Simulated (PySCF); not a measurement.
AlFH2O2 (SMILES [OH][Al]([OH])[F])

Input file:

```
{"job": {"kind": "nmr", "xc": "PBE0", "basis": "pcSseg-2"}, "charge": 0, "multiplicity": 1}
O      1.296008    -0.722454     0.055099
Al    -0.185247     0.004854    -0.310234
O     -0.999767     0.979126     0.798536
F     -0.887559    -0.222464    -1.792003
H      1.784105    -1.281997    -0.550922
H     -0.681067     1.182736     1.678268
```

Launched as:

```sh
OMP_NUM_THREADS=1 python cluster_run.py task.json out
```

Geometry: PBE0-D3(BJ)/def2-SVP.

The calculation used PBE0/pcSseg-2, SCF density, gas phase, non-relativistic in PySCF 2.14.0.

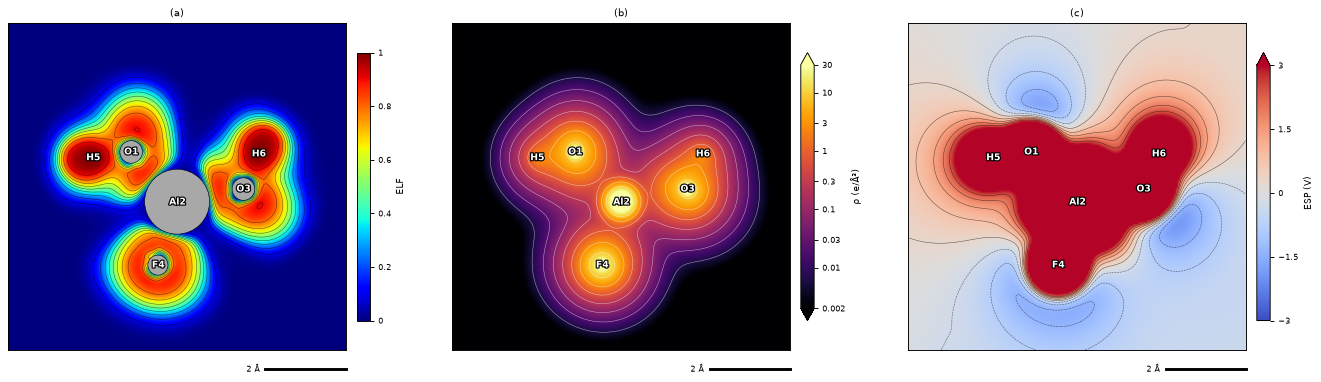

Figure 1. (a) electron localisation function; (b) electron density; (c) molecular electrostatic potential on the molecular plane. Grey discs cover the atomic cores in the ELF map.

What does the map show?

Answer.
- Atoms in the plane: O, Al, F and H.
- Al–F (1.66 Å): the density is about 0.94 e/Å³ at the midpoint; the ELF peaks at about 0.85 in the valence shell of F, 0.5 Å from its nucleus, and is about 0.35 at the midpoint.
- Al–O (1.69 Å): ρ is about 0.96 e/Å³ halfway; the ELF peaks at about 0.85 in the valence shell of O, 0.6 Å from its nucleus, and is about 0.50 at the midpoint.
- O–H (0.96 Å): ρ at the midpoint is about 3.8 e/Å³; the ELF climbs to about 1 towards the hydrogen, as it does in any bond to H (an ordinary covalent bond to hydrogen).
- The ELF also peaks beside F4, O3 and O1, away from the bonds: lone-pair regions.
- Outside the dense part of the molecule the potential is most negative (−1.9 V) near O3.

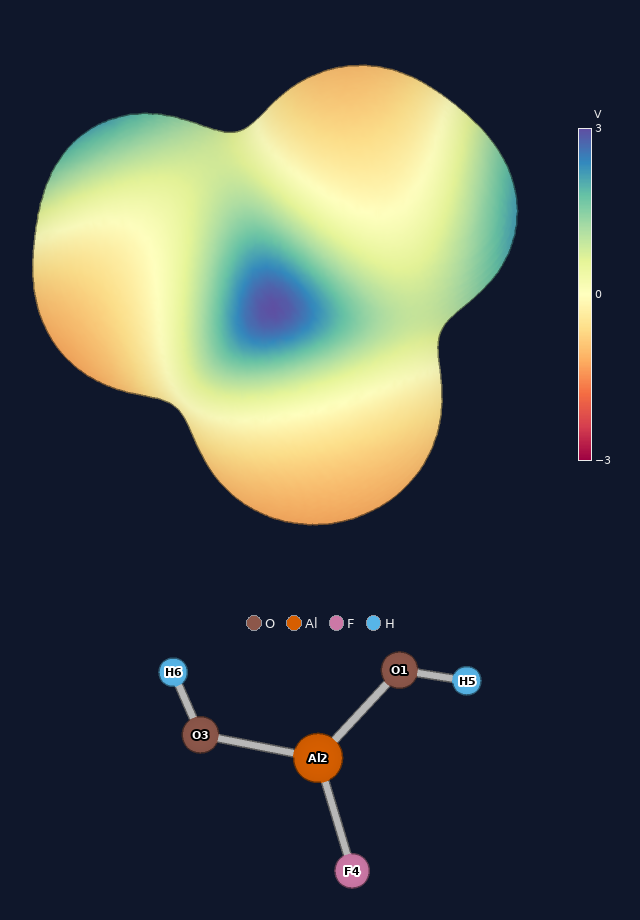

Figure 2. The molecular electrostatic potential painted on the density surface at 0.001 e/bohr³, seen across its widest extent; the colour scale runs from red (negative) to blue (positive). The bare structure is drawn below in the same view.

Which sites attract a positive test charge, and which a negative one?

Answer. A positive charge is drawn to the negative regions and a negative charge to the positive ones. The most negative region (about −1.2 V) lies over O3 and F4, the most positive (about +2.9 V) over Al2.

How polar is the molecule by this calculation?

Answer. Its dipole moment is 1.97 D.
